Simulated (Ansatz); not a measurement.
# GeH4NS radical: a spread of methods and bases

How do the results and run time of GeH4NS radical respond when the settings are drawn wide?

Method: the settings change from run to run; program: Ansatz 0.2.0, Gaussian basis.

### Step 1. The geometry

The geometry comes from an earlier relaxation with PBE0-D4 in a triple-zeta def2 set; it is a stationary point, not always the lowest conformer.

SMILES `[NH2][GeH2][S]`, 7 atoms, charge 0, spin multiplicity 2.

Atoms are counted from 1 here; the program's logs count them from 0.

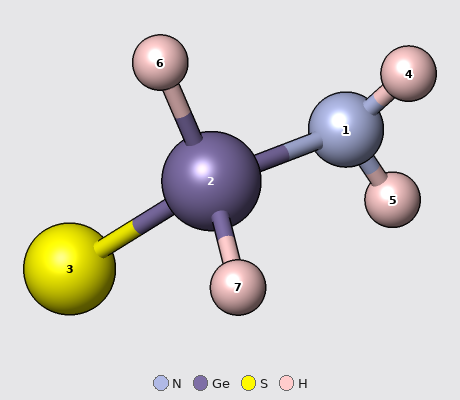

The geometry (nitrogen light blue, germanium purple, sulfur yellow, hydrogen pink); atoms are numbered from 1 in the order of the file.

### Step 2. PBE/def2-TZVPP

Set apart from the defaults: atoms shaken by 0.08 Å, D4 dispersion.

Contents of in.yaml:

```yaml
crystal:
  periodic: [false, false, false]
  atoms:
    - {symbol: N, position_ang: [-0.974710, 0.090358, -0.488301]}
    - {symbol: Ge, position_ang: [0.530438, -0.032444, 0.648806]}
    - {symbol: S, position_ang: [1.000036, -2.191361, 0.850930]}
    - {symbol: H, position_ang: [-1.414603, 1.193508, -0.589487]}
    - {symbol: H, position_ang: [-1.069283, -0.421179, -1.537820]}
    - {symbol: H, position_ang: [0.350994, 0.751499, 1.629626]}
    - {symbol: H, position_ang: [1.745138, 0.422246, -0.399437]}
basis:
  gaussian: {orbitals: def2-TZVPP}
magnetization: {spin_polarized: true, initial_magnetization: 1}
hamiltonian: {xc: {name: PBE}, dispersion: d4}
```

Run with:

```
> ansatz run in.yaml --threads 4 --pin off --events-out ev --progress --plain --max-ram 10444MiB
```

The program printed:

```text
Functional definition: PBE
  name "PBE"
  cite "Perdew, Burke & Ernzerhof, Phys. Rev. Lett. 77, 3865 (1996) doi:10.1103/PhysRevLett.77.3865"
  parent pbe
  parameter kappa = 0.804
  parameter beta = 0.06672455060314922
  exchange = pbe_x(kappa = kappa, mu = beta*pi^2/3)
  correlation = pbe_c(beta = beta)
1033 factors; their error is unknown
mean field evaluation 1: about -68882.9920 eV, gradient 5.0e1 eV
mean field evaluation 2: about -68809.6489 eV, gradient 1.0e2 eV
mean field evaluation 4: about -68891.1441 eV, gradient 1.5e1 eV
mean field evaluation 8: about -68892.3415 eV, gradient 8.5e-1 eV
mean field evaluation 16: about -68892.3319 eV, gradient 7.0e-3 eV
mean field evaluation 32: about -68888.4186 eV, gradient 2.1e1 eV
mean field -68892.33193753 eV, -2531.7465018044 hartree, gradient 6.2e-6 eV, S^2 0.754029; 6 other end points of the search recorded, 0 dependent functions left out
reference -68892.33197280 eV, -2531.7465031007 hartree; 30, 29 occupied and 147, 148 virtual orbitals, 1033 factors
Total energy: -68892.46759330 eV, -2531.7514870620 hartree
```

It took 1.8 s on 4 threads of AMD EPYC 9R45, shared host; peak memory 0.36 GiB.

⟨S²⟩ 0.754.

### Step 3. B97M-V/cc-pVTZ-DK

Options: density fitting with def2-universal-jkfit, high accuracy.

Contents of in.yaml:

```yaml
crystal:
  periodic: [false, false, false]
  atoms:
    - {symbol: N, position_ang: [-1.052194, 0.141784, -0.526371]}
    - {symbol: Ge, position_ang: [0.521784, -0.021960, 0.395561]}
    - {symbol: S, position_ang: [0.877751, -2.156040, 0.823061]}
    - {symbol: H, position_ang: [-1.392864, 1.088944, -0.618828]}
    - {symbol: H, position_ang: [-1.064846, -0.311545, -1.429101]}
    - {symbol: H, position_ang: [0.364299, 0.808958, 1.677712]}
    - {symbol: H, position_ang: [1.807369, 0.381858, -0.367733]}
basis:
  gaussian: {orbitals: cc-pVTZ-DK, fitting: {mean_field: def2-universal-jkfit}}
magnetization: {spin_polarized: true, initial_magnetization: 1}
hamiltonian: {xc: {name: B97M-V}}
accuracy: high
output: {forces: true}
```

Launched as before.

The program printed, cut to the lines that bear on the results:

```text
Functional definition: B97M-V
  name "B97M-V"
  cite "Mardirossian & Head-Gordon, J. Chem. Phys. 142, 074111 (2015) doi:10.1063/1.4907719"
  cite "Becke, J. Chem. Phys. 107, 8554 (1997) doi:10.1063/1.475007"
  cite "Vydrov & Van Voorhis, J. Chem. Phys. 133, 244103 (2010) doi:10.1063/1.3521275"
  # Of w^i u^j: cxij and so on, Table III.
[...]
  gx(w, u) = cx00 + cx01*u + cx02*u^2 + (cx10 + cx11*u)*w
  gss(w, u) = css00 + css02*u^2 + css10*w + (css32*w^3 + css42*w^4)*u^2
  gos(w, u) = cos00 + cos01*u + cos03*u^3 + cos10*w + cos32*w^3*u^2
[...]
      + integral(e_c_pw_mod_opposite_spin*gos(b97_w_opposite, b97_u_opposite)) + vv10(b, c)
543 factors; integrals over basis functions are off by at most 1.1e0 eV
[...]
mean field -69516.90339618 eV, -2554.6990795600 hartree, gradient 5.4e-8 eV, S^2 0.754978; 4 other end points of the search recorded, 0 dependent functions left out
[...]
reference -69516.90340178 eV, -2554.6990797659 hartree; 30, 29 occupied and 133, 134 virtual orbitals, 543 factors
Total energy: -69516.90340178 eV, -2554.6990797659 hartree
Relativity: scalar
Atom 0 at    -1.052194     0.141784    -0.526371 Å, force    -0.022634    -0.017955     0.045570 eV/Å
Atom 1 at     0.521784    -0.021960     0.395561 Å, force    -0.037160     0.071613    -0.055031 eV/Å
Atom 2 at     0.877751    -2.156040     0.823061 Å, force    -0.015176     0.069925    -0.021349 eV/Å
Atom 3 at    -1.392864     1.088944    -0.618828 Å, force     0.113763    -0.168230    -0.050493 eV/Å
Atom 4 at    -1.064846    -0.311545    -1.429101 Å, force     0.031314     0.148308     0.148065 eV/Å
Atom 5 at     0.364299     0.808958     1.677712 Å, force     0.004331    -0.078204    -0.143870 eV/Å
Atom 6 at     1.807369     0.381858    -0.367733 Å, force    -0.074439    -0.025457     0.077108 eV/Å
Dipole moment:    -0.062489     0.384085    -0.247858 e Å
```

Run time: 20 s. Hardware: 4 threads of AMD EPYC 9R45, shared host; peak memory 0.86 GiB.

Largest force 0.212 eV/Å, dipole 2.22 D, ⟨S²⟩ 0.755.

### Step 4. HSE06/pcseg-2

Set apart from the defaults: coordinates scaled by 1.05, density fitting with cc-pVTZ-jkfit, high accuracy.

Contents of in.yaml:

```yaml
crystal:
  periodic: [false, false, false]
  atoms:
    - {symbol: N, position_ang: [-1.104804, 0.148873, -0.552690]}
    - {symbol: Ge, position_ang: [0.547873, -0.023058, 0.415339]}
    - {symbol: S, position_ang: [0.921638, -2.263842, 0.864214]}
    - {symbol: H, position_ang: [-1.462507, 1.143391, -0.649769]}
    - {symbol: H, position_ang: [-1.118088, -0.327122, -1.500556]}
    - {symbol: H, position_ang: [0.382514, 0.849406, 1.761597]}
    - {symbol: H, position_ang: [1.897737, 0.400951, -0.386120]}
basis:
  gaussian: {orbitals: pcseg-2, fitting: {mean_field: cc-pVTZ-jkfit}}
magnetization: {spin_polarized: true, initial_magnetization: 1}
hamiltonian: {xc: {name: HSE06}}
accuracy: high
output: {forces: true}
```

The command is unchanged.

The program printed, cut to the lines that bear on the results:

```text
Functional definition: HSE06
  name "HSE06"
  cite "Heyd, Scuseria & Ernzerhof, J. Chem. Phys. 118, 8207 (2003) doi:10.1063/1.1564060"
  cite "Krukau, Vydrov, Izmaylov & Scuseria, J. Chem. Phys. 125, 224106 (2006) doi:10.1063/1.2404663"
  cite "Heyd & Scuseria, J. Chem. Phys. 120, 7274 (2004) doi:10.1063/1.1668634"
  cite "Ernzerhof & Perdew, J. Chem. Phys. 109, 3313 (1998) doi:10.1063/1.476928"
  cite "Perdew, Burke & Ernzerhof, Phys. Rev. Lett. 77, 3865 (1996) doi:10.1103/PhysRevLett.77.3865"
  parent pbe
[...]
  # The whole range is PBE's own exchange, as in plane waves. The composition of these papers is wPBEh.
[...]
527 factors; integrals over basis functions are off by at most 9.2e-1 eV
527 factors; integrals over basis functions are off by at most 1.8e-9 eV
[...]
mean field -68897.43147563 eV, -2531.9339063729 hartree, gradient 8.2e-9 eV, S^2 0.754855; 2 other end points of the search recorded, 0 dependent functions left out
[...]
reference -68897.43147968 eV, -2531.9339065220 hartree; 30, 29 occupied and 133, 134 virtual orbitals, 527 factors
Total energy: -68897.43147968 eV, -2531.9339065220 hartree
Atom 0 at    -1.104804     0.148873    -0.552690 Å, force     0.559010     0.557530    -0.813424 eV/Å
Atom 1 at     0.547873    -0.023058     0.415339 Å, force    -0.416454    -0.022204    -0.338800 eV/Å
Atom 2 at     0.921638    -2.263842     0.864214 Å, force    -0.244711     1.245194    -0.253248 eV/Å
Atom 3 at    -1.462507     1.143391    -0.649769 Å, force     0.803450    -1.782588     0.115325 eV/Å
Atom 4 at    -1.118088    -0.327122    -1.500556 Å, force     0.150702     0.965350     1.708564 eV/Å
Atom 5 at     0.382514     0.849406     1.761597 Å, force     0.081264    -0.654601    -0.960439 eV/Å
Atom 6 at     1.897737     0.400951    -0.386120 Å, force    -0.933262    -0.308680     0.542023 eV/Å
Dipole moment:    -0.015318     0.427176    -0.234767 e Å
```

Wall time 3.5 s (4 threads of AMD EPYC 9R45, shared host); peak memory 0.58 GiB.

Largest force 1.968 eV/Å, dipole 2.34 D, ⟨S²⟩ 0.755.

### Step 5. B2GP-PLYP/def2-mTZVP

Options: multiplicity 4, a grid of angular degree 11.

Contents of in.yaml:

```yaml
crystal:
  periodic: [false, false, false]
  atoms:
    - {symbol: N, position_ang: [-1.052194, 0.141784, -0.526371]}
    - {symbol: Ge, position_ang: [0.521784, -0.021960, 0.395561]}
    - {symbol: S, position_ang: [0.877751, -2.156040, 0.823061]}
    - {symbol: H, position_ang: [-1.392864, 1.088944, -0.618828]}
    - {symbol: H, position_ang: [-1.064846, -0.311545, -1.429101]}
    - {symbol: H, position_ang: [0.364299, 0.808958, 1.677712]}
    - {symbol: H, position_ang: [1.807369, 0.381858, -0.367733]}
basis:
  gaussian: {orbitals: def2-mTZVP, final_grid: {core_spheres: 5, valence_spheres: 4, degree: 11}}
magnetization: {spin_polarized: true, initial_magnetization: 3}
hamiltonian: {xc: {name: B2GP-PLYP}}
```

Same command.

The program printed, cut to the lines that bear on the results:

```text
Functional definition: B2GP-PLYP
  name "B2GP-PLYP"
  cite "Karton, Tarnopolsky, Lamère, Schatz & Martin, J. Phys. Chem. A 112, 12868 (2008) doi:10.1021/jp801805p"
  cite "Becke, Phys. Rev. A 38, 3098 (1988) doi:10.1103/PhysRevA.38.3098"
  cite "Lee, Yang & Parr, Phys. Rev. B 37, 785 (1988) doi:10.1103/PhysRevB.37.785"
[...]
831 factors; integrals over basis functions are off by at most 1.0e-3 eV
[...]
mean field -68876.23315560 eV, -2531.1548824807 hartree, gradient 9.0e-6 eV, S^2 3.756727; 8 other end points of the search recorded, 0 dependent functions left out
15 core orbitals not correlated: weight in the atoms' cores, before any rotation towards them, 1.000 or more for the frozen orbitals, at most 0.000 for the correlated occupied ones
reference -68876.23327138 eV, -2531.1548867354 hartree; 16, 13 occupied and 58, 61 virtual orbitals, 831 factors
second order -15.37861785 eV of doubles, -0.00000000 eV of singles
Total energy: -68881.76957380 eV, -2531.3583420969 hartree
```

Wall time 2.2 s (4 threads of AMD EPYC 9R45, shared host); peak memory 0.36 GiB.

⟨S²⟩ 3.757.

### Step 6. B3LYP/def2-TZVP

Options: coordinates scaled by 0.92, density fitting with def2-universal-jkfit, D4 dispersion, relativity set to scalar.

Contents of in.yaml:

```yaml
crystal:
  periodic: [false, false, false]
  atoms:
    - {symbol: N, position_ang: [-0.968019, 0.130441, -0.484262]}
    - {symbol: Ge, position_ang: [0.480041, -0.020203, 0.363916]}
    - {symbol: S, position_ang: [0.807531, -1.983557, 0.757216]}
    - {symbol: H, position_ang: [-1.281435, 1.001828, -0.569321]}
    - {symbol: H, position_ang: [-0.979658, -0.286621, -1.314773]}
    - {symbol: H, position_ang: [0.335155, 0.744242, 1.543495]}
    - {symbol: H, position_ang: [1.662779, 0.351310, -0.338314]}
basis:
  gaussian: {orbitals: def2-TZVP, fitting: {mean_field: def2-universal-jkfit}}
magnetization: {spin_polarized: true, initial_magnetization: 1}
hamiltonian: {xc: {name: B3LYP}, dispersion: d4, pseudopotentials: {relativity: scalar}}
```

Same command.

The program printed, cut to the lines that bear on the results:

```text
Functional definition: B3LYP
  name "B3LYP"
  cite "Stephens, Devlin, Chabalowski & Frisch, J. Phys. Chem. 98, 11623 (1994) doi:10.1021/j100096a001"
  cite "Becke, Phys. Rev. A 38, 3098 (1988) doi:10.1103/PhysRevA.38.3098"
  cite "Lee, Yang & Parr, Phys. Rev. B 37, 785 (1988) doi:10.1103/PhysRevB.37.785"
  cite "Vosko, Wilk & Nusair, Can. J. Phys. 58, 1200 (1980) doi:10.1139/p80-159"
[...]
543 factors; integrals over basis functions are off by at most 4.2e-1 eV
[...]
mean field -69404.02262841 eV, -2550.5507878578 hartree, gradient 6.8e-6 eV, S^2 0.753976; 2 other end points of the search recorded, 0 dependent functions left out
reference -69404.02285250 eV, -2550.5507960931 hartree; 30, 29 occupied and 110, 111 virtual orbitals, 543 factors
Total energy: -69404.26047249 eV, -2550.5595284665 hartree
Relativity: scalar
```

Wall time 1.4 s (4 threads of AMD EPYC 9R45, shared host); peak memory 0.36 GiB.

⟨S²⟩ 0.754.

### Step 7. r2SCAN/def2-TZVP

Set apart from the defaults: atoms shaken by 0.03 Å.

Contents of in.yaml:

```yaml
crystal:
  periodic: [false, false, false]
  atoms:
    - {symbol: N, position_ang: [-1.014404, 0.107454, -0.532915]}
    - {symbol: Ge, position_ang: [0.531898, -0.057589, 0.384740]}
    - {symbol: S, position_ang: [0.888070, -2.137084, 0.769339]}
    - {symbol: H, position_ang: [-1.366427, 1.065132, -0.631673]}
    - {symbol: H, position_ang: [-1.062211, -0.316846, -1.402067]}
    - {symbol: H, position_ang: [0.353402, 0.773776, 1.637554]}
    - {symbol: H, position_ang: [1.800347, 0.329337, -0.341377]}
basis:
  gaussian: {orbitals: def2-TZVP}
magnetization: {spin_polarized: true, initial_magnetization: 1}
hamiltonian: {xc: {name: r2SCAN}}
output: {forces: true}
```

Launched as before.

The program printed, cut to the lines that bear on the results:

```text
Functional definition: r2SCAN
  name "r2SCAN"
  cite "Furness, Kaplan, Ning, Perdew & Sun, J. Phys. Chem. Lett. 11, 8208 (2020) doi:10.1021/acs.jpclett.0c02405"
  cite "Furness, Kaplan, Ning, Perdew & Sun, J. Phys. Chem. Lett. 11, 9248 (2020) doi:10.1021/acs.jpclett.0c03077"
  parent r2scan
[...]
950 factors; their error is unknown
[...]
mean field -68907.57090388 eV, -2532.3065234885 hartree, gradient 7.2e-6 eV, S^2 0.757379; 4 other end points of the search recorded, 0 dependent functions left out
[...]
reference -68907.57091534 eV, -2532.3065239096 hartree; 30, 29 occupied and 110, 111 virtual orbitals, 950 factors
Total energy: -68907.57091534 eV, -2532.3065239096 hartree
Atom 0 at    -1.014404     0.107454    -0.532915 Å, force    -0.778851     1.707060     1.386935 eV/Å
Atom 1 at     0.531898    -0.057589     0.384740 Å, force    -0.122462     0.361639     0.173201 eV/Å
Atom 2 at     0.888070    -2.137084     0.769339 Å, force     0.185728    -0.912726     0.202648 eV/Å
Atom 3 at    -1.366427     1.065132    -0.631673 Å, force     0.191900    -0.468081     0.175970 eV/Å
Atom 4 at    -1.062211    -0.316846    -1.402067 Å, force    -0.020376    -1.103496    -1.927852 eV/Å
Atom 5 at     0.353402     0.773776     1.637554 Å, force    -0.009965     0.205998     0.304196 eV/Å
Atom 6 at     1.800347     0.329337    -0.341377 Å, force     0.554025     0.209606    -0.315098 eV/Å
Dipole moment:    -0.047961     0.402375    -0.247712 e Å
```

It took 3.3 s on 4 threads of AMD EPYC 9R45, shared host; peak memory 0.38 GiB.

Largest force 2.333 eV/Å, dipole 2.28 D, ⟨S²⟩ 0.757.

### Step 8. RPA/cc-pVTZ

Contents of in.yaml:

```yaml
crystal:
  periodic: [false, false, false]
  atoms:
    - {symbol: N, position_ang: [-1.052194, 0.141784, -0.526371]}
    - {symbol: Ge, position_ang: [0.521784, -0.021960, 0.395561]}
    - {symbol: S, position_ang: [0.877751, -2.156040, 0.823061]}
    - {symbol: H, position_ang: [-1.392864, 1.088944, -0.618828]}
    - {symbol: H, position_ang: [-1.064846, -0.311545, -1.429101]}
    - {symbol: H, position_ang: [0.364299, 0.808958, 1.677712]}
    - {symbol: H, position_ang: [1.807369, 0.381858, -0.367733]}
basis:
  gaussian: {orbitals: cc-pVTZ}
magnetization: {spin_polarized: true, initial_magnetization: 1}
hamiltonian: {xc: {name: HF}}
correlation: {method: rpa}
```

Launched as before.

The program printed:

```text
Functional definition: HF
  name "HF"
  cite "Fock, Z. Phys. 61, 126 (1930) doi:10.1007/BF01340294"
  parent pbe
  exchange = exact_x
  correlation = 0
960 factors; integrals over basis functions are off by at most 8.4e-4 eV
mean field evaluation 1: about -68835.0841 eV, gradient 2.5e1 eV
mean field evaluation 2: about -68835.0925 eV, gradient 2.5e1 eV
mean field evaluation 4: about -68838.4127 eV, gradient 2.7e0 eV
mean field evaluation 8: about -68838.5346 eV, gradient 2.2e-1 eV
mean field evaluation 16: about -68838.3276 eV, gradient 4.6e0 eV
mean field evaluation 32: about -68838.4237 eV, gradient 2.9e-2 eV
mean field -68838.55294979 eV, -2529.7701604577 hartree, gradient 1.0e-5 eV, S^2 0.762296; 5 other end points of the search recorded, 0 dependent functions left out
15 core orbitals not correlated: weight in the atoms' cores, before any rotation towards them, 1.000 or more for the frozen orbitals, at most 0.000 for the correlated occupied ones
reference -68838.55294979 eV, -2529.7701604577 hartree; 15, 14 occupied and 133, 134 virtual orbitals, 960 factors
Total energy: -68856.88587975 eV, -2530.4438832071 hartree
```

Run time: 3 s. Hardware: 4 threads of AMD EPYC 9R45, shared host; peak memory 0.42 GiB.

⟨S²⟩ 0.762.

### Step 9. r2SCAN0/aug-pcseg-2

Set apart from the defaults: D4 dispersion.

in.yaml: that of step 8 with these lines changed.

```diff
@@ -11,5 +11,4 @@
 basis:
-  gaussian: {orbitals: cc-pVTZ}
+  gaussian: {orbitals: aug-pcseg-2}
 magnetization: {spin_polarized: true, initial_magnetization: 1}
-hamiltonian: {xc: {name: HF}}
-correlation: {method: rpa}
+hamiltonian: {xc: {name: r2SCAN0}, dispersion: d4}
```

Same command.

The program printed, cut to the lines that bear on the results:

```text
Functional definition: r2SCAN0
  name "r2SCAN0"
  cite "Bursch, Neugebauer, Ehlert & Grimme, J. Chem. Phys. 156, 134105 (2022) doi:10.1063/5.0086040"
  cite "Furness, Kaplan, Ning, Perdew & Sun, J. Phys. Chem. Lett. 11, 8208 (2020) doi:10.1021/acs.jpclett.0c02405"
  cite "Furness, Kaplan, Ning, Perdew & Sun, J. Phys. Chem. Lett. 11, 9248 (2020) doi:10.1021/acs.jpclett.0c03077"
  parent r2scan
[...]
1242 factors; their error is unknown
[...]
mean field -68907.88758605 eV, -2532.3181613436 hartree, gradient 5.1e-6 eV, S^2 0.758282; 2 other end points of the search recorded, 0 dependent functions left out
reference -68907.88760872 eV, -2532.3181621768 hartree; 30, 29 occupied and 217, 218 virtual orbitals, 1242 factors
Total energy: -68907.92496891 eV, -2532.3195351382 hartree
```

It took 9 s on 4 threads of AMD EPYC 9R45, shared host; peak memory 1.3 GiB.

⟨S²⟩ 0.758.

### Step 10. rPW86-PBE/aug-cc-pVTZ

Options: charge +1, multiplicity 1, rVV10 dispersion, the search for lower states set to full.

in.yaml: that of step 9 with these lines changed.

```diff
@@ -11,4 +11,5 @@
 basis:
-  gaussian: {orbitals: aug-pcseg-2}
-magnetization: {spin_polarized: true, initial_magnetization: 1}
-hamiltonian: {xc: {name: r2SCAN0}, dispersion: d4}
+  gaussian: {orbitals: aug-cc-pVTZ}
+total_charge: 1
+hamiltonian: {xc: {name: rPW86-PBE}, dispersion: rvv10}
+scf: {lower_state_search: full}
```

Same command.

The program printed, cut to the lines that bear on the results:

```text
Functional definition: rPW86-PBE+rVV10
  name "rPW86-PBE+rVV10"
  cite "Murray, Lee & Langreth, J. Chem. Theory Comput. 5, 2754 (2009) doi:10.1021/ct900365q"
  cite "Perdew, Burke & Ernzerhof, Phys. Rev. Lett. 77, 3865 (1996) doi:10.1103/PhysRevLett.77.3865"
  cite "Vydrov & Van Voorhis, J. Chem. Phys. 133, 244103 (2010) doi:10.1063/1.3521275"
  cite "Sabatini, Gorni & de Gironcoli, Phys. Rev. B 87, 041108(R) (2013) doi:10.1103/PhysRevB.87.041108"
  parent "pbe"
[...]
1233 factors; their error is unknown
[...]
mean field -68929.73398521 eV, -2533.1210017048 hartree, gradient 5.3e-6 eV, S^2 0.000000; 5 other end points of the search recorded, 0 dependent functions left out
reference -68929.73410916 eV, -2533.1210062598 hartree; 29, 29 occupied and 218, 218 virtual orbitals, 1233 factors
Total energy: -68929.73410916 eV, -2533.1210062598 hartree
```

Run time: 7 s. Hardware: 4 threads of AMD EPYC 9R45, shared host; peak memory 0.52 GiB.

### Step 11. The runs in one table

```csv
level,charge,multiplicity,geometry,functions,energy (eV),time
PBE/def2-TZVPP,0,2,shaken,177,-68892.468,1.8 s
B97M-V/cc-pVTZ-DK,0,2,relaxed,163,-69516.903,20 s
HSE06/pcseg-2,0,2,scaled,163,-68897.431,3.5 s
B2GP-PLYP/def2-mTZVP,0,4,relaxed,89,-68881.770,2.2 s
B3LYP/def2-TZVP,0,2,scaled,140,-69404.260,1.4 s
r2SCAN/def2-TZVP,0,2,shaken,140,-68907.571,3.3 s
RPA/cc-pVTZ,0,2,relaxed,163,-68856.886,3 s
r2SCAN0/aug-pcseg-2,0,2,relaxed,247,-68907.925,9 s
rPW86-PBE/aug-cc-pVTZ,1,1,relaxed,247,-68929.734,7 s
```

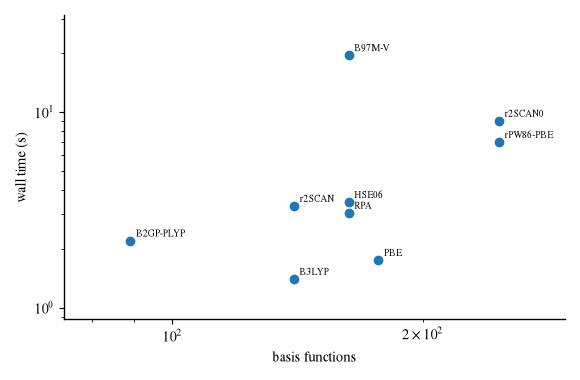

Wall time against the number of basis functions (shared host).

### Step 12. Outcome

| quantity | value |
| --- | --- |
| runs | 9 |
| quickest | B3LYP/def2-TZVP, 1.4 s |
| slowest | B97M-V/cc-pVTZ-DK, 20 s |
| spread of total energies, same state and geometry | 660.0 eV |

Run time spans a factor of 14, from B3LYP/def2-TZVP to B97M-V/cc-pVTZ-DK. The jobs differ in tasks and options as well as level. The totals spread over 660 eV; they can't be compared across methods or bases. Some of these runs are scalar-relativistic and others not, which shifts the totals of all-electron atoms past neon by several eV an atom and more; core potentials, where a basis has them, take the core out of the total altogether. At the PBE0-D4/def2-TZVP geometry and in the same state, the sound runs without point charges leave forces up to 0.21 eV/Å (B97M-V/cc-pVTZ-DK), against 2.3 eV/Å where the atoms were moved.
